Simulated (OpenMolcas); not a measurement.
# C2H6Te (dimethyl telluride): methods side by side

The species is C2H6Te (9 atoms), meant as a singlet with charge 0. As SMILES, `C[Te]C`. Geometry: relaxed at PBE0-D4/def2-TZVP.

Quantity: the vertical energy of the triplet above the singlet, in eV. The values are calculated.

```
                           level           kind     program  value (eV)  CPU time (all runs)
    HF/def2-SVP (core potential)   Hartree–Fock  OpenMolcas        3.41                 23 s
  BLYP/def2-SVP (core potential)            GGA  OpenMolcas        3.48              1.7 min
   PBE/def2-SVP (core potential)            GGA  OpenMolcas        3.42              1.8 min
revPBE/def2-SVP (core potential)            GGA  OpenMolcas        3.40              1.7 min
  TPSS/def2-SVP (core potential)       meta-GGA  OpenMolcas        3.50              2.5 min
r2SCAN/def2-SVP (core potential)       meta-GGA  OpenMolcas        3.44              2.3 min
 B3LYP/def2-SVP (core potential)  global hybrid  OpenMolcas        3.56              1.7 min
  PBE0/def2-SVP (core potential)  global hybrid  OpenMolcas        3.49                 97 s
```

Spin-orbit coupling, which can split open shells on such heavy atoms by tenths of an eV, is left out. The values span 3.40 to 3.56 eV. CPU times are rough (shared hosts, several kinds of processor): they show what a rung costs within a factor of a few.

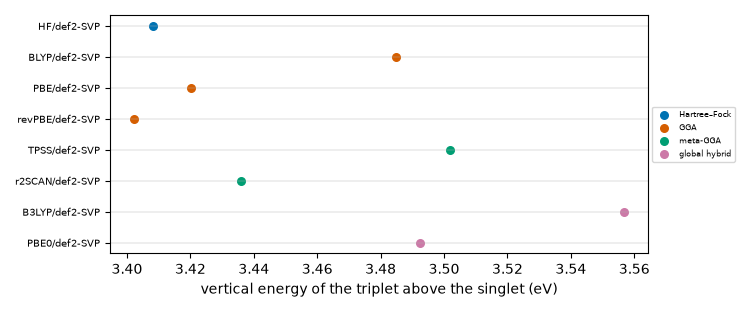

The values of the table, level by level.
